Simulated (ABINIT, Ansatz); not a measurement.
# How the form of the self-energy moves the gap of ZnSe (Stilleite)

Aim: compare treatments of exchange, screening and correlation for the gap of ZnSe (Stilleite).

Main program and level: ABINIT 10.8.3; PBE and many-body steps on it, plane waves.

**The experiments to reproduce.**

- Gap 2.695 ± 0.003 eV: excitonic gap from free-exciton PL, not corrected for exciton binding; photoluminescence; 300 K; bulk crystal (Bridgman-grown crystal, polished and etched) (“Alloy Disordering Effects on the Thermal Conductivity and Energy Gap Temperature Dependence of Cd1−xZnxSe Ternary Crystals Grown by the Bridgman Method”, 2023, pmc:10253836).

### Step 1. The starting structure

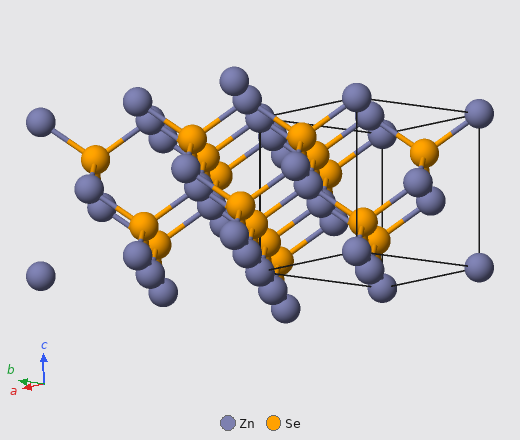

The starting structure, seen from a free direction (zinc blue, selenium orange). 2×2×1 cells are drawn. This picture shows the conventional cell, with its axes. Bonds to atoms that aren't drawn are left out. Some periodic images of atoms are drawn too.

As a file:

```cif
data_structure
_symmetry_space_group_name_H-M 'F-43m'
_symmetry_Int_Tables_number 216
_cell_length_a 5.6676
_cell_length_b 5.6676
_cell_length_c 5.6676
_cell_angle_alpha 90.000
_cell_angle_beta 90.000
_cell_angle_gamma 90.000
_cell_volume 182.05
loop_
_atom_site_label
_atom_site_type_symbol
_atom_site_symmetry_multiplicity
_atom_site_Wyckoff_symbol
_atom_site_fract_x
_atom_site_fract_y
_atom_site_fract_z
_atom_site_occupancy
Zn1 Zn 4 a 0.00000 0.00000 0.00000 1
Se1 Se 4 d 0.25000 0.25000 0.75000 1
```

The cell and positions come from the Crystallography Open Database and are kept as given unless a step says otherwise.

### Step 2. Empty states on the mesh, 4×4×4 mesh, 322 bands

This step: ABINIT 10.8.3; DFT, PBE, plane waves, norm-conserving pseudopotentials.

The sums over transitions need many empty states on a uniform mesh; this step solves for them.

File run.abi:

```
acell 3*1.0 Angstrom
rprim 
  -0.000000000000 2.833800000000 2.833800000000
  2.833800000000 0.000000000000 2.833800000000
  2.833800000000 2.833800000000 -0.000000000000
ntypat 2
znucl 30 34
natom 2
typat 1 2
xred 
  0.000000000000 0.000000000000 0.000000000000
  0.250000000000 0.250000000000 0.250000000000
pp_dirpath "pseudos"
pseudos "Zn.upf, Se.upf"
ecut 48
ngkpt 4 4 4
nshiftk 1
shiftk 0 0 0
kptopt 1
chksymbreak 0
irdden 1
istwfk *1
nband 322
prtvol 0
optdriver 6
gwr_task "HDIAGO"
paral_kgb 0
occopt 1
indata_prefix "in"
outdata_prefix "out"
tmpdata_prefix "tmp"
```

The run is started by

```console
$ OMP_NUM_THREADS=1 mpirun -n 4 abinit run.abi > log
```

What it wrote:

```text
.Version 10.8.3 of ABINIT. v10.8.2 released Aug 2026.

 Symmetries : space group F-4 3 m (#216); Bravais cF (face-center cubic)
[... echo of the input left out ...]
== DATASET  1 ==================================================================
-   mpi_nproc: 4, omp_nthreads: 1 (-1 if OMP is not activated)

--- !DatasetInfo
iteration_state: {dtset: 1, }
dimensions: {natom: 2, nkpt: 8, mband: 322, nsppol: 1, nspinor: 1, nspden: 1, mpw: 4910, }
cutoff_energies: {ecut:  48.0, pawecutdg:  -1.0, }
[...]
Direct band gap semiconductor
 Fundamental gap:     1.289 (eV)
   VBM:     4.164 (eV) at k: [ 0.0000E+00,  0.0000E+00,  0.0000E+00]
   CBM:     5.453 (eV) at k: [ 0.0000E+00,  0.0000E+00,  0.0000E+00]
 Direct gap:         1.289 (eV) at k: [ 0.0000E+00,  0.0000E+00,  0.0000E+00]

== END DATASET(S) ==============================================================
================================================================================

 -outvars: echo values of variables after computation  --------
           etotal      0.0000000000E+00
            nband         322
             nkpt           8
          spgroup         216
 [... the other variables as echoed above ...]

 Calculation completed.
```

Run time: 4.9 min. Hardware: 4 MPI ranks of Intel Xeon Platinum 8259CL at 2.50GHz (Skylake/Cascade Lake), shared host; peak memory 5.4 GiB; 19 min of CPU time.

This step gave:

```yaml
gap: 1.289 eV
k_of_the_valence_top: 0, 0, 0
k_of_the_conduction_bottom: 0, 0, 0
least_direct_gap: 1.289 eV
k_points_computed: 8
lowest_point_of_the_top_converged_band_above_the_valence_top: 188.7951 eV
```

On this mesh the gap is 1.289 eV.

The density comes from a self-consistent run that is not shown.

### Step 3. Screening, 4×4×4 mesh, 141 bands, screening to 176.9 eV

The RPA dielectric matrix is built and inverted for each q.

This step: RPA screening on PBE, plane waves, norm-conserving pseudopotentials.

run.abi, as its differences from that of step 2:

```diff
@@ -20,10 +20,11 @@
 chksymbreak 0
-irdden 1
 istwfk *1
-nband 322
-prtvol 0
-optdriver 6
-gwr_task "HDIAGO"
-paral_kgb 0
 occopt 1
+irdwfk 1
+optdriver 3
+nband 141
+ecuteps 6.5
+inclvkb 2
+awtr 1
+symchi 1
 indata_prefix "in"
```

What it wrote:

```text
.Version 10.8.3 of ABINIT. v10.8.2 released Aug 2026.

 Symmetries : space group F-4 3 m (#216); Bravais cF (face-center cubic)
[... echo of the input left out ...]
== DATASET  1 ==================================================================
-   mpi_nproc: 4, omp_nthreads: 1 (-1 if OMP is not activated)

--- !DatasetInfo
iteration_state: {dtset: 1, }
dimensions: {natom: 2, nkpt: 8, mband: 141, nsppol: 1, nspinor: 1, nspden: 1, mpw: 4910, }
cutoff_energies: {ecut:  48.0, pawecutdg:  -1.0, }
electrons: {nelect:   4.40000000E+01, charge:   0.00000000E+00, occopt:   1.00000000E+00, tsmear:   1.00000000E-02, }

 SCREENING: Calculation of the susceptibility and dielectric matrices

 Based on a program developped by R.W. Godby, V. Olevano, G. Onida, and L. Reining.
 Incorporated in ABINIT by V. Olevano, G.-M. Rignanese, and M. Torrent.
.Using double precision arithmetic ; gwpc =  8

[... cell and pseudopotentials left out ...]
--------------------------------------------------------------------------------

 ==== K-mesh for the wavefunctions ====
 Number of points in the irreducible wedge :     8
[... list of points left out ...]
 Together with 24 symmetry operations and time-reversal symmetry
 yields    64 points in the full Brillouin Zone.

 ==== Q-mesh for the screening function ====
 Number of points in the irreducible wedge :     8
[... list of points left out ...]
 Together with 24 symmetry operations and time-reversal symmetry
 yields    64 points in the full Brillouin Zone.

 setmesh: FFT mesh size selected  =    32x   32x   32
          total number of points  =        32768

 vcoul_init : cutoff-mode = AUXILIARY_FUNCTION
 q-points for optical limit:   1
     1)      0.000010    0.000020    0.000030

- screening: taking advantage of time-reversal symmetry
- Maximum band index for partially occupied states nbvw = 22
- Remaining bands to be divided among processors   nbcw = 119
- Number of bands treated by each node ~29

 Number of electrons calculated from density =   44.0000; Expected =   44.0000
 average of density, n =  0.143258
 r_s =    1.1856
 omega_plasma =   36.5103 [eV]

 calculating chi0 at frequencies [eV] :
  1    0.000000E+00    0.000000E+00
  2    0.000000E+00    3.651025E+01

--------------------------------------------------------------------------------
  q-point number  1        q = ( 0.000000, 0.000000, 0.000000) [r.l.u.]
--------------------------------------------------------------------------------
[... chi0 elements left out ...]
 For q-point:  0.000010 0.000020 0.000030
  dielectric constant =  13.5305
  dielectric constant without local fields =  14.4770

  Average fulfillment of the sum rule on Im[epsilon] for q-point    1 :     41.36  [%]
[... wings left out ...]
  q-point number  2        q = ( 0.250000, 0.000000, 0.000000) [r.l.u.]
--------------------------------------------------------------------------------
[... chi0 elements left out ...]
  Average fulfillment of the sum rule on Im[epsilon] for q-point    2 :     48.48  [%]

 [... 6 further q-points ...]
```

Wall time 3.8 min (4 MPI ranks); peak memory 1.4 GiB; 15 min of CPU time.

This step gave:

* ε∞ with local fields, on this mesh, along the program's q direction: 13.53
* the same without local fields: 14.48
* plasma frequency: 36.51 eV
* plane waves in the screening matrix: 259

Local fields lower ε∞ by 7 %. On a Γ-centred mesh this coarse the value itself is usually too large, while a short band sum pulls it down.

### Step 4. G0W0, Godby-Needs plasmon pole

The self-energy is evaluated for the states that the input lists, and the levels follow from it, in one-shot runs by the linearised quasiparticle equation.

This step: G0W0 on PBE, plane waves, norm-conserving pseudopotentials.

run.abi, as its differences from that of step 3:

```diff
@@ -23,8 +23,15 @@
 irdwfk 1
-optdriver 3
+optdriver 4
 nband 141
+gwcalctyp 0
+ecutsigx 48
+symsigma 1
+nkptgw 1
+kptgw 
+  0.0000000000 0.0000000000 0.0000000000
+bdgw 
+  20 26
 ecuteps 6.5
-inclvkb 2
-awtr 1
-symchi 1
+irdscr 1
+ppmodel 1
 indata_prefix "in"
```

What it wrote:

```text
.Version 10.8.3 of ABINIT. v10.8.2 released Aug 2026.

 Symmetries : space group F-4 3 m (#216); Bravais cF (face-center cubic)
[... echo of the input left out ...]
== DATASET  1 ==================================================================
-   mpi_nproc: 4, omp_nthreads: 1 (-1 if OMP is not activated)

--- !DatasetInfo
iteration_state: {dtset: 1, }
dimensions: {natom: 2, nkpt: 8, mband: 141, nsppol: 1, nspinor: 1, nspden: 1, mpw: 4910, }
cutoff_energies: {ecut:  48.0, pawecutdg:  -1.0, }
electrons: {nelect:   4.40000000E+01, charge:   0.00000000E+00, occopt:   1.00000000E+00, tsmear:   1.00000000E-02, }

 SIGMA: Calculation of the GW corrections

 Based on a program developped by R.W. Godby, V. Olevano, G. Onida, and L. Reining.
 Incorporated in ABINIT by V. Olevano, G.-M. Rignanese, and M. Torrent.
.Using double precision arithmetic ; gwpc =  8

[... cell and pseudopotentials left out ...]
--------------------------------------------------------------------------------

 ==== K-mesh for the wavefunctions ====
 Number of points in the irreducible wedge :     8
[... list of points left out ...]
 Together with 24 symmetry operations and time-reversal symmetry
 yields    64 points in the full Brillouin Zone.

 ==== Q-mesh for screening function ====
 Number of points in the irreducible wedge :     8
[... list of points left out ...]
 Together with 24 symmetry operations and time-reversal symmetry
 yields    64 points in the full Brillouin Zone.

 vcoul_init : cutoff-mode = AUXILIARY_FUNCTION
 q-points for optical limit:   1
     1)      0.000010    0.000020    0.000030
 setmesh: FFT mesh size selected  =    48x   48x   48
          total number of points  =       110592

 Number of electrons calculated from density =   44.0000; Expected =   44.0000
 average of density, n =  0.143258
 r_s =    1.1856
 omega_plasma =   36.5103 [eV]

 === KS Band Gaps ===
  >>>> For spin  1
   Minimum direct gap =   1.2885 [eV], located at k-point      :   0.0000  0.0000  0.0000
   Fundamental gap    =   1.2885 [eV], Top of valence bands at :   0.0000  0.0000  0.0000
                                       Bottom of conduction at :   0.0000  0.0000  0.0000
 SIGMA fundamental parameters:
 PLASMON POLE MODEL  1
 number of plane-waves for SigmaX                 4909
 number of plane-waves for SigmaC and W            259
 number of plane-waves for wavefunctions          4909
 number of bands                                   141
 number of independent spin polarizations            1
 number of spinorial components                      1
 number of k-points in IBZ                           8
 number of q-points in IBZ                           8
 number of symmetry operations                      24
 number of k-points in BZ                           64
 number of q-points in BZ                           64
 number of frequencies for dSigma/dE                 9
 frequency step for dSigma/dE [eV]                0.25
 number of omega for Sigma on real axis              0
 max omega for Sigma on real axis  [eV]           0.00
 zcut for avoiding poles [eV]                     0.10

 EPSILON^-1 parameters (SCR file):
 dimension of the eps^-1 matrix on file            259
 dimension of the eps^-1 matrix used               259
 number of plane-waves for wavefunctions          4909
 number of bands                                   141
 number of q-points in IBZ                           8
 number of frequencies                               2
 number of real frequencies                          1
 number of imag frequencies                          1

 matrix elements of self-energy operator (all in [eV])

 Perturbative Calculation

--- !SelfEnergy_ee
iteration_state: {dtset: 1, }
kpoint     : [   0.000,    0.000,    0.000, ]
spin       : 1
KS_gap     :    1.289
QP_gap     :    2.009
Delta_QP_KS:    0.720
data: !SigmaeeData |
     Band     E0 <VxcDFT>   SigX SigC(E0)      Z dSigC/dE  Sig(E)    E-E0       E
       20   4.164 -17.093 -19.827   1.964   0.801  -0.249 -17.710  -0.617   3.547
       21   4.164 -17.093 -19.827   1.964   0.801  -0.249 -17.710  -0.617   3.547
       22   4.164 -17.093 -19.827   1.964   0.801  -0.249 -17.710  -0.617   3.547
       23   5.453 -12.787  -8.817  -3.844   0.817  -0.223 -12.684   0.103   5.556
       24   9.979 -11.028  -6.246  -4.412   0.818  -0.223 -10.725   0.303  10.282
       25   9.979 -11.028  -6.246  -4.412   0.818  -0.223 -10.725   0.303  10.282
       26   9.979 -11.028  -6.246  -4.412   0.818  -0.223 -10.725   0.303  10.282

== END DATASET(S) ==============================================================
================================================================================

 -outvars: echo values of variables after computation  --------
           etotal      0.0000000000E+00
            nband         141
             nkpt           8
          spgroup         216
 [... the other variables as echoed above ...]

 Calculation completed.
```

Run time: 21 s. Hardware: 4 MPI ranks; peak memory 1.1 GiB.

Numbers from this step:

- G0W0 gap on the points computed: 2.009 eV
- starting gap on the mesh: 1.289 eV
- k of the valence top: 0, 0, 0
- k of the conduction bottom: 0, 0, 0
- Z at the valence top: 0.801
- Z at the conduction bottom: 0.817
- least direct G0W0 gap on the computed points: 2.009 eV

The gap on the mesh goes from 1.29 eV to 2.01 eV, a correction of +0.72 eV.

### Step 5. G0W0, Hybertsen-Louie plasmon pole

run.abi, as its differences from that of step 4:

```diff
@@ -35,3 +35,3 @@
 irdscr 1
-ppmodel 1
+ppmodel 2
 indata_prefix "in"
```

What it wrote:

```text
.Version 10.8.3 of ABINIT. v10.8.2 released Aug 2026.

 Symmetries : space group F-4 3 m (#216); Bravais cF (face-center cubic)
[... echo of the input left out ...]
== DATASET  1 ==================================================================
-   mpi_nproc: 4, omp_nthreads: 1 (-1 if OMP is not activated)

--- !DatasetInfo
iteration_state: {dtset: 1, }
dimensions: {natom: 2, nkpt: 8, mband: 141, nsppol: 1, nspinor: 1, nspden: 1, mpw: 4910, }
cutoff_energies: {ecut:  48.0, pawecutdg:  -1.0, }
electrons: {nelect:   4.40000000E+01, charge:   0.00000000E+00, occopt:   1.00000000E+00, tsmear:   1.00000000E-02, }

 SIGMA: Calculation of the GW corrections

 Based on a program developped by R.W. Godby, V. Olevano, G. Onida, and L. Reining.
 Incorporated in ABINIT by V. Olevano, G.-M. Rignanese, and M. Torrent.
.Using double precision arithmetic ; gwpc =  8

[... cell and pseudopotentials left out ...]
--------------------------------------------------------------------------------

 ==== K-mesh for the wavefunctions ====
 Number of points in the irreducible wedge :     8
[... list of points left out ...]
 Together with 24 symmetry operations and time-reversal symmetry
 yields    64 points in the full Brillouin Zone.

 ==== Q-mesh for screening function ====
 Number of points in the irreducible wedge :     8
[... list of points left out ...]
 Together with 24 symmetry operations and time-reversal symmetry
 yields    64 points in the full Brillouin Zone.

 vcoul_init : cutoff-mode = AUXILIARY_FUNCTION
 q-points for optical limit:   1
     1)      0.000010    0.000020    0.000030
 setmesh: FFT mesh size selected  =    48x   48x   48
          total number of points  =       110592

 Number of electrons calculated from density =   44.0000; Expected =   44.0000
[...]
number of q-points in BZ                           64
 number of frequencies for dSigma/dE                 9
 frequency step for dSigma/dE [eV]                0.25
 number of omega for Sigma on real axis              0
 max omega for Sigma on real axis  [eV]           0.00
 zcut for avoiding poles [eV]                     0.10

 EPSILON^-1 parameters (SCR file):
 dimension of the eps^-1 matrix on file            259
 dimension of the eps^-1 matrix used               259
 number of plane-waves for wavefunctions          4909
 number of bands                                   141
 number of q-points in IBZ                           8
 number of frequencies                               2
 number of real frequencies                          1
 number of imag frequencies                          1

 matrix elements of self-energy operator (all in [eV])

 Perturbative Calculation

--- !SelfEnergy_ee
iteration_state: {dtset: 1, }
kpoint     : [   0.000,    0.000,    0.000, ]
spin       : 1
KS_gap     :    1.289
QP_gap     :    2.026
Delta_QP_KS:    0.737
data: !SigmaeeData |
     Band     E0 <VxcDFT>   SigX SigC(E0)      Z dSigC/dE  Sig(E)    E-E0       E
       20   4.164 -17.093 -19.827   1.388   0.879  -0.137 -18.276  -1.183   2.981
       21   4.164 -17.093 -19.827   1.388   0.879  -0.137 -18.276  -1.183   2.981
       22   4.164 -17.093 -19.827   1.388   0.879  -0.137 -18.276  -1.183   2.981
       23   5.453 -12.787  -8.817  -4.473   0.887  -0.128 -13.234  -0.446   5.007
       24   9.979 -11.028  -6.246  -4.914   0.887  -0.128 -11.145  -0.117   9.862
       25   9.979 -11.028  -6.246  -4.914   0.887  -0.128 -11.145  -0.117   9.862
       26   9.979 -11.028  -6.246  -4.914   0.887  -0.128 -11.145  -0.117   9.862

== END DATASET(S) ==============================================================
================================================================================

 -outvars: echo values of variables after computation  --------
           etotal      0.0000000000E+00
            nband         141
             nkpt           8
          spgroup         216
 [... the other variables as echoed above ...]

 Calculation completed.
```

Wall time 20 s (4 MPI ranks); peak memory 1.1 GiB; 79 s of CPU time.

This step gave:

```yaml
g0w0_gap_on_the_points_computed: 2.026 eV
starting_gap_on_the_mesh: 1.289 eV
k_of_the_valence_top: 0, 0, 0
k_of_the_conduction_bottom: 0, 0, 0
z_at_the_valence_top: 0.879
z_at_the_conduction_bottom: 0.887
least_direct_g0w0_gap_on_the_computed_points: 2.026 eV
```

Against G0W0 in ABINIT (4×4×4 mesh, 141 bands, screening to 176.9 eV, Godby-Needs plasmon pole), the gap moves by +0.017 eV.

### Step 6. G0W0, von der Linden-Horsch plasmon pole

run.abi, as its differences from that of step 5:

```diff
@@ -35,3 +35,3 @@
 irdscr 1
-ppmodel 2
+ppmodel 3
 indata_prefix "in"
```

What it wrote:

```text
.Version 10.8.3 of ABINIT. v10.8.2 released Aug 2026.

 Symmetries : space group F-4 3 m (#216); Bravais cF (face-center cubic)
[... echo of the input left out ...]
== DATASET  1 ==================================================================
-   mpi_nproc: 4, omp_nthreads: 1 (-1 if OMP is not activated)

--- !DatasetInfo
iteration_state: {dtset: 1, }
dimensions: {natom: 2, nkpt: 8, mband: 141, nsppol: 1, nspinor: 1, nspden: 1, mpw: 4910, }
cutoff_energies: {ecut:  48.0, pawecutdg:  -1.0, }
[...]
24   9.979 -11.028  -6.246  -5.045   0.902  -0.108 -11.265  -0.237   9.742
       25   9.979 -11.028  -6.246  -5.045   0.902  -0.108 -11.265  -0.237   9.742
       26   9.979 -11.028  -6.246  -5.045   0.902  -0.108 -11.265  -0.237   9.742

== END DATASET(S) ==============================================================
================================================================================

 -outvars: echo values of variables after computation  --------
           etotal      0.0000000000E+00
            nband         141
             nkpt           8
          spgroup         216
 [... the other variables as echoed above ...]

 Calculation completed.
```

Wall time 15 s (4 MPI ranks); peak memory 1 GiB.

This step gave:

```
G0W0 gap on the points computed              : 2.005 eV
starting gap on the mesh                     : 1.289 eV
k of the valence top                         : 0, 0, 0
k of the conduction bottom                   : 0, 0, 0
least direct G0W0 gap on the computed points : 2.005 eV
```

Against G0W0 in ABINIT (4×4×4 mesh, 141 bands, screening to 176.9 eV, Godby-Needs plasmon pole), the gap moves by −0.004 eV.

(Continued in part 2 of 2.)

[Paths, hosts, dates, memory and timing lines, banners, echoed tables and standing remarks are left out of the program output.]

[Logs are printed without paths, hosts, clocks, repeated set-up lines and the standing remarks that a program may print on its own settings, such as how far it seeks lower states.]

[Runs of the session that timed out or met a known fault of the program may be left out.]

[Hosts, paths, dates, database ids (printed as entryN), source tags and the programs' standing remarks are cut or masked in the printed files.]

[G0W0 gaps are taken among the corrected bands and points alone; a level outside them can change the order at an edge.]

[Where Ansatz stands beside ABINIT at settings called matched, ABINIT's density can come from a denser mesh and the files from another edition; pairs whose starting gaps differed by over 0.03 eV were left out, so agreement reads better than it is.]
